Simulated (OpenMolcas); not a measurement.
## N2: geometry relaxation (part 2 of 4)

Continued. System: N2, SMILES N#N. Method: B3LYP/6-31G*, RKS (OpenMolcas 26.06). The geometry comes from this level: PBE0-D4/def2-TZVP.

Geometry of the input (Å):
```
N  0.4655  -0.1503  0.2398
N  -0.4655  0.1503  -0.2398
```

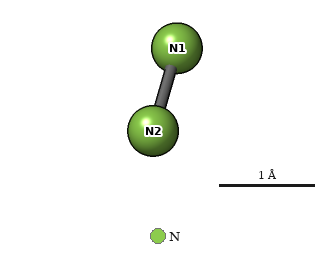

The starting structure (ball-and-stick view, seen at an oblique angle; atoms are numbered from 1 in the order of the input).

Log, continued
```
       +----------------------------------+----------------------------------+
       +    Cartesian Displacements       +    Gradient in internals         +
       +  Value      Threshold Converged? +  Value      Threshold Converged? +
 +-----+----------------------------------+----------------------------------+
 + RMS + 1.8484E-02  1.2000E-03     No    + 7.2154E-02  3.0000E-04     No    +
 +-----+----------------------------------+----------------------------------+
 + Max + 1.8484E-02  1.8000E-03     No    + 5.1021E-02  4.5000E-04     No    +
 +-----+----------------------------------+----------------------------------+

 Convergence not reached yet!

*****************************************************************************************************************
*****************************************************************************************************************

++ Geometry section

********************************************************************************
  Geometrical information of the new structure
********************************************************************************

 *********************************************************
 * Nuclear coordinates for the next iteration / bohr     *
 *********************************************************
  ATOM              X               Y               Z
  N1               0.895462       -0.289125        0.461293
  N2              -0.895462        0.289125       -0.461293

 *********************************************************
 * Nuclear coordinates for the next iteration / angstrom *
 *********************************************************
  ATOM              X               Y               Z
  N1               0.473858       -0.152999        0.244106
  N2              -0.473858        0.152999       -0.244106

                    ***************************************
                    *    InterNuclear Distances / bohr    *
                    ***************************************

               1 N1            2 N2
    1 N1       0.000000
    2 N2       2.095935        0.000000

                    *******************************************
                    *    InterNuclear Distances / angstrom    *
                    *******************************************

               1 N1            2 N2
    1 N1       0.000000
    2 N2       1.109121        0.000000
--
--- Stop Module: slapaf /rc=_RC_CONTINUE_LOOP_ ---

>>> END DO

--- Start Module: seward ---
--- Stop Module: seward /rc=_RC_ALL_IS_WELL_ ---

--- Start Module: scf ---
--- Stop Module: scf /rc=_RC_ALL_IS_WELL_ ---

--- Start Module: slapaf ---
--- Stop Module: slapaf /rc=_RC_INVOKED_OTHER_MODULE_ ---

--- Start Module: alaska ---
 Rotational correction to the DFT gradient is turned off due to close-to-degeneracy problems!
--- Stop Module: alaska /rc=_RC_ALL_IS_WELL_ ---

--- Start Module: slapaf ---

**********************************************************************************************************************
*                                    Energy Statistics for Geometry Optimization                                     *
**********************************************************************************************************************
                       Energy     Grad      Grad              Step                 Estimated   Geom       Hessian
Iter      Energy       Change     Norm      Max    Element    Max     Element     Final Energy Update Update   Index
  1   -109.52337519  0.00000000 0.072154  0.051021 nrc001   0.036968  nrc001     -109.52431826 RS-RFO  None      0
  2   -109.52409160 -0.00071641 0.015310 -0.010826 nrc001  -0.006860  nrc001     -109.52412890 RS-RFO  BFGS      0

       +----------------------------------+----------------------------------+
       +    Cartesian Displacements       +    Gradient in internals         +
       +  Value      Threshold Converged? +  Value      Threshold Converged? +
 +-----+----------------------------------+----------------------------------+
 + RMS + 3.4302E-03  1.2000E-03     No    + 1.5310E-02  3.0000E-04     No    +
 +-----+----------------------------------+----------------------------------+
 + Max + 3.4302E-03  1.8000E-03     No    + 1.0826E-02  4.5000E-04     No    +
 +-----+----------------------------------+----------------------------------+

 Convergence not reached yet!

*****************************************************************************************************************
*****************************************************************************************************************

++ Geometry section

********************************************************************************
  Geometrical information of the new structure
********************************************************************************

 *********************************************************
 * Nuclear coordinates for the next iteration / bohr     *
 *********************************************************
  ATOM              X               Y               Z
  N1               0.892531       -0.288179        0.459783
  N2              -0.892531        0.288179       -0.459783

 *********************************************************
 * Nuclear coordinates for the next iteration / angstrom *
 *********************************************************
  ATOM              X               Y               Z
  N1               0.472307       -0.152498        0.243307
  N2              -0.472307        0.152498       -0.243307

--
--- Stop Module: slapaf /rc=_RC_CONTINUE_LOOP_ ---

>>> END DO

--- Start Module: seward ---
--- Stop Module: seward /rc=_RC_ALL_IS_WELL_ ---

--- Start Module: scf ---
--- Stop Module: scf /rc=_RC_ALL_IS_WELL_ ---

--- Start Module: slapaf ---
--- Stop Module: slapaf /rc=_RC_INVOKED_OTHER_MODULE_ ---

--- Start Module: alaska ---
 Rotational correction to the DFT gradient is turned off due to close-to-degeneracy problems!
--- Stop Module: alaska /rc=_RC_ALL_IS_WELL_ ---

--- Start Module: slapaf ---

**********************************************************************************************************************
*                                    Energy Statistics for Geometry Optimization                                     *
**********************************************************************************************************************
                       Energy     Grad      Grad              Step                 Estimated   Geom       Hessian
Iter      Energy       Change     Norm      Max    Element    Max     Element     Final Energy Update Update   Index
  1   -109.52337519  0.00000000 0.072154  0.051021 nrc001   0.036968  nrc001     -109.52431826 RS-RFO  None      0
  2   -109.52409160 -0.00071641 0.015310 -0.010826 nrc001  -0.006860  nrc001     -109.52412890 RS-RFO  BFGS      0
  3   -109.52412887 -0.00003727 0.000018  0.000012 nrc001   0.000008  nrc001     -109.52412887 RS-RFO  BFGS      0

       +----------------------------------+----------------------------------+
       +    Cartesian Displacements       +    Gradient in internals         +
       +  Value      Threshold Converged? +  Value      Threshold Converged? +
 +-----+----------------------------------+----------------------------------+
 + RMS + 3.8819E-06  1.2000E-03     Yes   + 1.7598E-05  3.0000E-04     Yes   +
 +-----+----------------------------------+----------------------------------+
 + Max + 3.8819E-06  1.8000E-03     Yes   + 1.2444E-05  4.5000E-04     Yes   +
 +-----+----------------------------------+----------------------------------+

 Geometry is converged in   3 iterations to a Minimum Structure

*****************************************************************************************************************
*****************************************************************************************************************

++ Geometry section

********************************************************************************
  Geometrical information of the final structure
********************************************************************************

  NOTE: on convergence the final predicted structure will be printed here.
  This is not identical to the structure printed in the head of the output.

 *********************************************************
 * Nuclear coordinates of the final structure / bohr     *
 *********************************************************
  ATOM              X               Y               Z
  N1               0.892534       -0.288180        0.459784
  N2              -0.892534        0.288180       -0.459784

 *********************************************************
 * Nuclear coordinates of the final structure / angstrom *
 *********************************************************
  ATOM              X               Y               Z
  N1               0.472309       -0.152498        0.243307
  N2              -0.472309        0.152498       -0.243307

                    ***************************************
                    *    InterNuclear Distances / bohr    *
                    ***************************************

               1 N1            2 N2
    1 N1       0.000000
    2 N2       2.089083        0.000000

                    *******************************************
                    *    InterNuclear Distances / angstrom    *
                    *******************************************

               1 N1            2 N2
    1 N1       0.000000
    2 N2       1.105495        0.000000
--
--- Stop Module: slapaf /rc=_RC_INVOKED_OTHER_MODULE_ ---

--- Start Module: last_energy ---

                                            &LAST_ENERGY

                       available to each process: 1.9 GB of memory, 1 thread

    Geometry read from RUNFILE

               SEWARD will generate:
                  Multipole Moment integrals up to order  2
                  Kinetic Energy integrals
                  Nuclear Attraction integrals (point charge)
                  One-Electron Hamiltonian integrals
                  Velocity integrals
                  Orbital angular momentum around (  0.0000   0.0000   0.0000 )
                  Velocity quadrupole around (  0.0000   0.0000   0.0000 )
                  Two-Electron Repulsion integrals

                   Integrals are discarded if absolute value <: 1.00E-14
                   Integral cutoff threshold is set to       <: 1.00E-16

            Nuclear Potential Energy             23.45527236 au

      Basis set specifications :
      Symmetry species         a
      Basis functions           30

 ###############################################################################
 ###     Minimized-density-differences option turned off!                    ###
 ###############################################################################
++    Input section:
      --------------

      Header of the integral files:

      Cartesian coordinates in angstrom:
      -----------------------------------------------------
      No.  Label        X            Y            Z
      -----------------------------------------------------
       1   N1         0.47230865  -0.15249837   0.24330744
       2   N2        -0.47230865   0.15249837  -0.24330744
      -----------------------------------------------------
      Nuclear repulsion energy =   23.45527236
--

++    Orbital specifications:
      -----------------------

      Symmetry species               1
                                     a
      Frozen orbitals                0
      Occupied orbitals              7
      Secondary orbitals            23
      Deleted orbitals               0
      Total number of orbitals      30
      Number of basis functions     30
--

      Molecular charge                           0.000

      Numerical integration parameters
      --------------------------------
      Radial quadrature type:                         MHL
      Size of radial grid:                            75
      Lebedev angular grid:                           29
      Angular grid pruned with the crowding factor:  3.00E+00
                                 and fading factor:  6.00E+00
      Screening threshold for integral computation:   1.00E-11
      Radial quadrature accuracy:                     1.00E-25
      Maximum batch size:                             128
      AO values are stored on disk
      The same grid will be used for all iterations.
```
